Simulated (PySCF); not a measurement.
## Electronic structure of SiF4···H2O (SMILES F[Si](F)(F)F.O) in real space

Input

```
{"job": {"kind": "inter", "xc": "wB97M-D3(BJ)", "basis": "def2-SVPD", "pairs": false}, "charge": 0, "multiplicity": 1, "parts": [{"atoms": "0-4", "charge": 0, "multiplicity": 1}, {"atoms": "5-7", "charge": 0, "multiplicity": 1}]}
F      1.503672    -0.008942    -0.848599
Si     0.226247    -0.427085     0.037822
F     -0.463294     1.023845     0.219872
F     -0.999174    -1.232254    -0.625210
F      0.543643    -0.790666     1.577151
O      1.146218    -2.347914    -0.300518
H      2.081051    -2.364233    -0.067912
H      0.719267    -3.074600     0.166411
```

Run with:

```sh
OMP_NUM_THREADS=1 python cluster_run.py task.json out
```

Geometry: PBE0-D3(BJ)/def2-SVPD.

Computed with wB97M-D3(BJ)/def2-SVPD, SCF density, gas phase (PySCF 2.14.0).

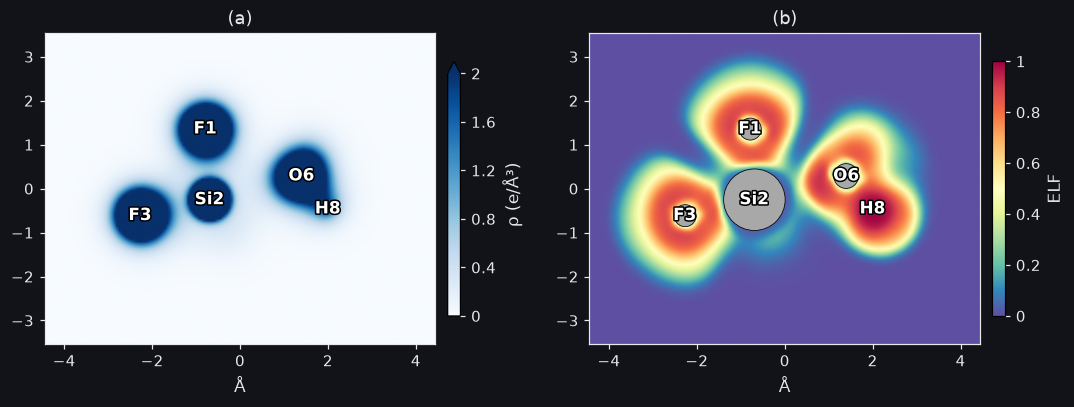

Figure 1. (a) total electron density; (b) ELF on the plane of atoms F1, Si2 and F3. Grey discs cover the atomic cores in the ELF map.

What does the map show?

Answer. The plane passes through F, Si, O and H nuclei. Si2···O6 (2.16 Å): the density falls to about 0.28 e/Å³ on the way; the ELF peaks at about 0.90 in the valence shell of O, 0.6 Å from its nucleus, and is about 0.45 at the midpoint. Si–F (1.61 Å): the density is about 1.1 e/Å³ at the midpoint; the ELF peaks at about 0.85 in the valence shell of F, 0.6 Å from its nucleus, and is about 0.50 at the midpoint. O–H (0.96 Å): the density is about 3.8 e/Å³ at the midpoint; the ELF climbs to about 1 towards the hydrogen, as it does in any bond to H (a covalent bond by its length). The ELF also peaks beside F3 and F1, away from the bonds: lone-pair regions.

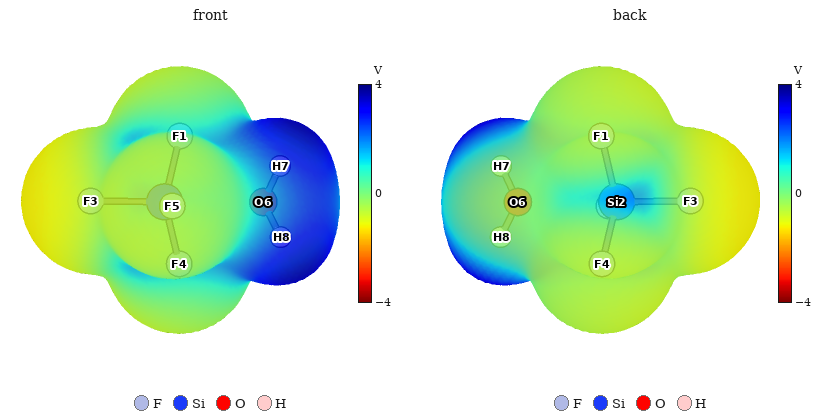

Figure 2. The electrostatic potential painted on the density surface at 0.002 e/bohr³, seen from the front and from behind; the colour scale runs from red (negative) to blue (positive).

Describe the electrostatic potential map.

Answer. The most negative region (about −1.2 V, or −28 kcal/mol for a unit charge) lies over F3, the most positive (about +3.6 V, or +83 kcal/mol for a unit charge) over H7 and H8.

How polar is the complex by this calculation?

Answer. Its dipole moment is 4.87 D.
